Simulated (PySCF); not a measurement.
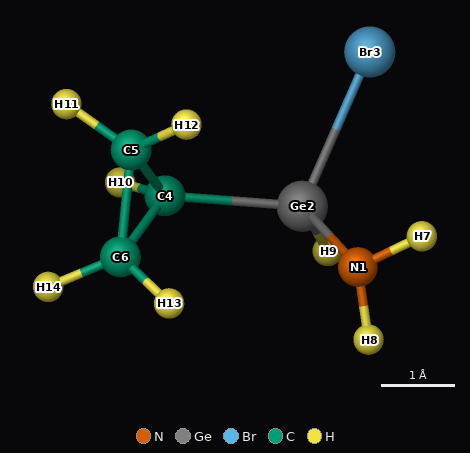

The structure as given in the input (ball-and-stick view, seen at a tilt; atoms are numbered from 1 in the order of the input). Sticks mark near contacts.

# C3H8BrGeN: one change and its effect

System: C3H8BrGeN.
Method of run 1: TDDFT CAM-B3LYP/def2-SVPD, vertical, gas phase, core orbitals frozen in the response (PySCF 2.14.0).

The geometry comes from this level: PBE0-D3(BJ)/def2-SVP. Text and figures count atoms from 1; the logs count them from 0 in places.

**Input file, run 1**
```
{"job": {"kind": "uv", "xc": "CAM-B3LYP", "basis": "def2-SVPD", "ip": true}, "charge": 0, "multiplicity": 1}
N      2.512517    -0.095761     0.345746
Ge     1.473237     0.157801     1.836674
Br     1.859492    -1.741239     3.111019
C     -0.371333     0.174819     1.290862
C     -0.889806    -0.979652     0.476755
C     -0.688254     0.345954    -0.176429
H      3.281005    -0.742312     0.506314
H      2.888829     0.760037    -0.055359
H      1.871314     1.367436     2.708068
H     -1.070503     0.623465     2.003781
H     -1.908726    -1.318378     0.681659
H     -0.191550    -1.783644     0.224078
H      0.154169     0.431944    -0.869275
H     -1.563497     0.946878    -0.437493
```

The first line tells a small driver script what to run in PySCF; the rest is the geometry in Å.

Hardware: 1 CPU thread, shared host.

**Output (run 1)**
```
coarse grid: 55184 points
cycle   1  E = -4824.4698598379  dE = -9.726e-01  |g| = 6.060e-01  |ddm| = 5.566e+00
cycle   2  E = -4824.4650639573  dE =  4.796e-03  |g| = 6.722e-01  |ddm| = 2.240e+00
cycle   3  E = -4824.5395122624  dE = -7.445e-02  |g| = 5.182e-02  |ddm| = 1.025e+00
cycle   4  E = -4824.5399751794  dE = -4.629e-04  |g| = 2.773e-02  |ddm| = 1.520e-01
cycle   5  E = -4824.5401361745  dE = -1.610e-04  |g| = 7.595e-03  |ddm| = 3.803e-02
cycle   6  E = -4824.5401469885  dE = -1.081e-05  |g| = 7.732e-04  |ddm| = 2.284e-02
cycle   7  E = -4824.5401472241  dE = -2.356e-07  |g| = 3.021e-04  |ddm| = 3.065e-03
final grid: 113704 points
cycle   8  E = -4824.5400662908  dE = -7.142e-08  |g| = 2.341e-04  |ddm| = 4.946e-03
cycle   9  E = -4824.5400662961  dE = -5.350e-09  |g| = 2.072e-04  |ddm| = 9.175e-04
cycle  10  E = -4824.5400663060  dE = -9.908e-09  |g| = 2.922e-05  |ddm| = 3.536e-04
cycle  11  E = -4824.5400663061  dE = -9.186e-11  |g| = 7.424e-06  |ddm| = 5.152e-05
converged SCF energy = -4824.5400663061

Static polarisability (au): isotropic 92.577, principal 81.806 89.426 106.497

Singlet excitations
state   eV       nm        f      main configurations
  1   6.3590    195.0   0.00635   H->L 0.79
  2   6.5094    190.5   0.02888   H-1->L 0.82
  3   6.6482    186.5   0.04587   H->L+1 0.54, H-2->L 0.27
  4   6.8324    181.5   0.01421   H-2->L 0.52, H->L+1 0.13, H-2->L+1 0.09
  5   7.5304    164.6   0.00962   H-1->L+1 0.52, H-3->L 0.17
  6   7.6139    162.8   0.02507   H->L+2 0.61, H->L+3 0.10
  7   7.7168    160.7   0.03553   H-3->L 0.61, H-1->L+1 0.13, H-2->L+1 0.11
  8   7.7982    159.0   0.09764   H-4->L 0.40, H-2->L+1 0.16, H-1->L+2 0.10
  9   7.8538    157.9   0.02908   H-1->L+2 0.49, H-4->L 0.27
 10   7.9522    155.9   0.11122   H-2->L+1 0.36, H-1->L+2 0.15, H-3->L 0.10

Triplet excitations (Tamm-Dancoff, eV): 5.9966 6.1128 6.1621 6.5062
Vertical ionisation energy (delta-SCF) = 9.7900 eV
```

The input of run 2 differs as follows (lines with − go, lines with + come):
```diff
-"xc": "CAM-B3LYP"
+"xc": "LC-wPBE"
```

Predict how the results change.

The total energies belong to different methods, so their difference says nothing on which is more stable or more accurate. The HOMO goes from −9.04 to −10.41 eV. The LUMO goes from 0.64 to 1.73 eV. The dipole moment goes from 2.46 to 2.49 D. The lowest excitation goes from 6.36 to 6.79 eV. The strongest computed line goes from 7.95 to 8.70 eV. The functional changes from CAM-B3LYP to LC-wPBE. The SCF takes 12 iterations against 11.

**Output (run 2)**
```
coarse grid: 55184 points
cycle   1  E = -4823.5970258244  dE = -8.770e-01  |g| = 6.050e-01  |ddm| = 5.319e+00
cycle   2  E = -4823.6270751710  dE = -3.005e-02  |g| = 5.533e-01  |ddm| = 1.846e+00
cycle   3  E = -4823.6677456134  dE = -4.067e-02  |g| = 5.060e-02  |ddm| = 7.172e-01
cycle   4  E = -4823.6683557661  dE = -6.102e-04  |g| = 1.445e-02  |ddm| = 1.482e-01
cycle   5  E = -4823.6684328832  dE = -7.712e-05  |g| = 5.836e-03  |ddm| = 6.174e-02
cycle   6  E = -4823.6684419132  dE = -9.030e-06  |g| = 1.865e-03  |ddm| = 2.036e-02
final grid: 113704 points
cycle   7  E = -4823.6684052604  dE = -9.374e-07  |g| = 1.820e-03  |ddm| = 1.125e-02
cycle   8  E = -4823.6684054603  dE = -1.999e-07  |g| = 1.772e-03  |ddm| = 6.688e-03
cycle   9  E = -4823.6684060662  dE = -6.059e-07  |g| = 1.167e-04  |ddm| = 2.073e-03
cycle  10  E = -4823.6684060788  dE = -1.255e-08  |g| = 7.503e-05  |ddm| = 9.363e-04
cycle  11  E = -4823.6684060807  dE = -1.895e-09  |g| = 1.060e-05  |ddm| = 3.522e-04
cycle  12  E = -4823.6684060807  dE = -3.274e-11  |g| = 3.743e-06  |ddm| = 3.479e-05
converged SCF energy = -4823.6684060807

Static polarisability (au): isotropic 89.938, principal 79.682 86.918 103.214

Singlet excitations
state   eV       nm        f      main configurations
  1   6.7902    182.6   0.01346   H->L 0.56, H-2->L 0.11, H-1->L 0.10
  2   6.9389    178.7   0.02301   H-1->L 0.63
  3   7.1284    173.9   0.04138   H->L+1 0.34, H-2->L 0.27, H->L+2 0.11
  4   7.3626    168.4   0.01531   H-2->L 0.32, H->L 0.14, H->L+1 0.09
  5   8.2198    150.8   0.00604   H->L+2 0.21, H-1->L+1 0.12, H-3->L 0.12
  6   8.2527    150.2   0.05009   H->L+2 0.20, H->L+1 0.18, H-3->L 0.17
  7   8.4212    147.2   0.21837   H-3->L 0.31, H-4->L 0.24, H-2->L+1 0.11
  8   8.4650    146.5   0.04518   H-1->L+1 0.34, H-4->L 0.08
  9   8.5627    144.8   0.05382   H-1->L+2 0.21, H-2->L+1 0.16, H-4->L 0.12
 10   8.6982    142.5   0.22319   H-2->L+1 0.17, H-2->L+2 0.15, H->L+9 0.10

Triplet excitations (Tamm-Dancoff, eV): 6.3142 6.4516 6.6167 7.0039
Vertical ionisation energy (delta-SCF) = 10.0204 eV
```

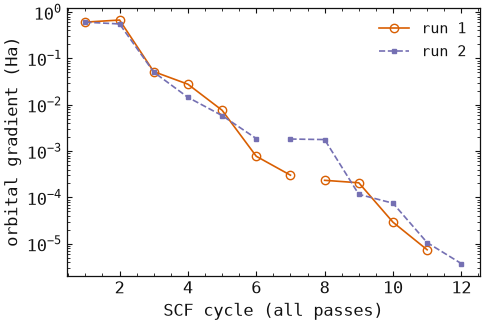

Convergence of the two runs: orbital gradient against the SCF cycle. A break in a curve parts two SCF passes (coarse and final grid). Run 1 takes 11 cycles in all, and run 2 takes 12.

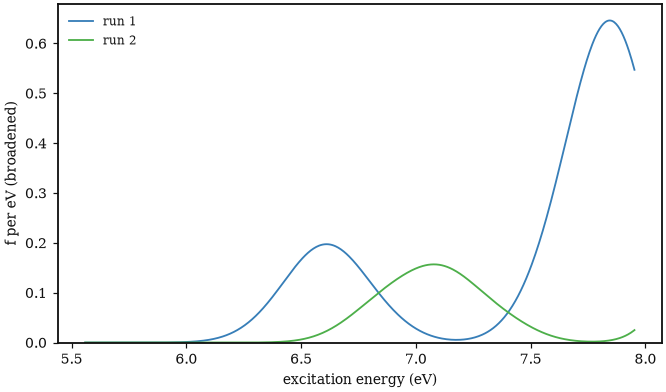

Absorption of the two runs from their computed states, each broadened by a Gaussian of 0.35 eV full width; the range ends where the shorter list of states ends.

**The two runs side by side**

| quantity | run 1 | run 2 |
| --- | --- | --- |
| outcome | converged | converged |
| total energy (hartree) | −4824.540066 | −4823.668406 |
| HOMO (eV) | −9.04 | −10.41 |
| LUMO (eV) | 0.64 | 1.73 |
| dipole moment (D) | 2.46 | 2.49 |
| lowest excitation (eV) | 6.36 | 6.79 |
| SCF iterations | 11 | 12 |
| strongest computed line (eV) | 7.95 | 8.70 |
| basis functions | 223 | 223 |
| wall time (shared host) | 5.3 min | 7.2 min |

For both runs: Spin–orbit coupling is left out, which matters for the heavy atoms.
